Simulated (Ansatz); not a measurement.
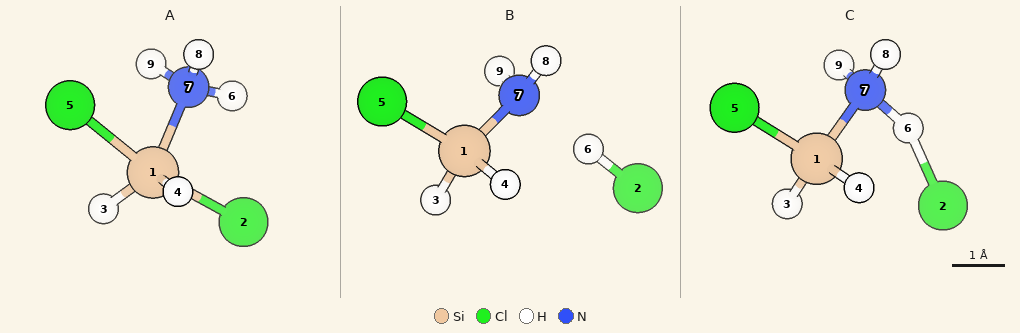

Three geometries of SiNH$_{5}$Cl$_{2}$: a saddle point and the two relaxed ends that it joins, in shuffled order. The picture is a ball-and-stick view, seen at a tilt. Sticks join atoms that are closer than about 1.2 times the sum of their covalent radii (a little more with hydrogen).

Stationary points at PBE0-D4/def2-TZVP, single-point energies with CAM-B3LYP-D4, RPA@PBE, BLYP-D4, BHLYP-D4 (def2-TZVPP where no basis is named; Ansatz 0.2.0). The energies are electronic, without zero-point or thermal terms, and both ends are the relaxed geometries reached downhill from the saddle, with any fragments still in contact.

Question: Identify the saddle point and describe the reaction.

Answer: Frame C is the saddle point. Counted by bonded pieces, A holds SiH₅NCl₂ and B holds HCl + SiH₄NCl. From A over the saddle to B, a bond forms: Cl2–H6 (2.46 → 1.65 → 1.32 Å). Bonds break: Si1–Cl2 (2.22 → 2.98 → 4.01 Å), H6–N7 (1.02 → 1.19 → 1.84 Å). The saddle has one imaginary mode, 231i cm⁻¹. The end A keeps a soft imaginary mode of 34i cm⁻¹, so it isn't quite a minimum. With CAM-B3LYP-D4 the barrier is 8.5 kcal/mol from A and 8.1 kcal/mol from B, and B lies 0.3 kcal/mol above A.

```tsv
level	barrier from A (kcal/mol)	barrier from B (kcal/mol)	B less A (kcal/mol)
CAM-B3LYP-D4	8.5	8.1	0.3
RPA@PBE	9.9	10.8	−0.9
BLYP-D4	6.7	7.3	−0.6
BHLYP-D4	9.7	8.5	1.2
```
